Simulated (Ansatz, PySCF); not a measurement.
Bond stretch in HBr, singlet.

- UCCSD = CCSD on UHF/def2-SVP, cores with 3d frozen in Ansatz (a quantum-chemistry and plane-wave program)
- UMP2/3-21G = unrestricted MP2 (frozen core)/3-21G (PySCF 2.14.0)
- RKS-PBE0 = restricted PBE0/def2-SVP run with Ansatz

Energies are in kcal/mol, each relative to the lowest point of its own curve near equilibrium.

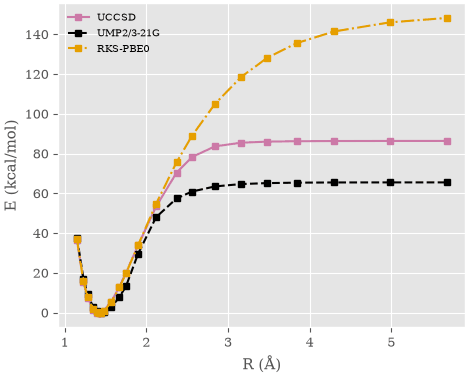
*Energy against bond length for each method.*

| R / Å | UCCSD | UMP2/3-21G | RKS-PBE0 |
|---|---|---|---|
| 1.15 | 36.6 | 37.8 | 37.0 |
| 1.23 | 15.4 | 17.1 | 15.8 |
| 1.28 | 7.6 | 9.2 | 7.9 |
| 1.35 | 1.6 | 2.8 | 1.8 |
| 1.40 | 0.1 | 0.6 | 0.2 |
| 1.42 | 0.0 | 0.2 | 0.0 |
| 1.44 | 0.1 | 0.0 | 0.1 |
| 1.48 | 1.1 | 0.2 | 0.9 |
| 1.57 | 5.6 | 2.7 | 5.3 |
| 1.67 | 13.1 | 7.9 | 12.7 |
| 1.75 | 20.0 | 13.2 | 19.7 |
| 1.90 | 33.9 | 29.7 | 34.0 |
| 2.12 | 53.4 | 48.1 | 54.8 |
| 2.37 | 70.4 | 57.5 | 75.6 |
| 2.56 | 78.3 | 61.0 | 89.0 |
| 2.84 | 83.6 | 63.5 | 105.0 |
| 3.16 | 85.5 | 64.7 | 118.5 |
| 3.48 | 86.0 | 65.2 | 128.1 |
| 3.84 | 86.2 | 65.4 | 135.6 |
| 4.30 | 86.3 | 65.5 | 141.4 |
| 4.98 | 86.4 | 65.5 | 146.0 |
| 5.68 | 86.4 | 65.5 | 148.2 |

At the longest distance, 5.68 Å, RKS-PBE0 lies highest above its minimum (148.2 kcal/mol) and UMP2/3-21G lowest (65.5 kcal/mol).

The unrestricted determinant behind UCCSD, UMP2/3-21G is spin-contaminated at 1.90 to 5.68 Å (<S²> up to 1.0, against 0.00 for a pure singlet). The restricted form behind RKS-PBE0 keeps the bonding electrons paired and can't separate into open-shell fragments.
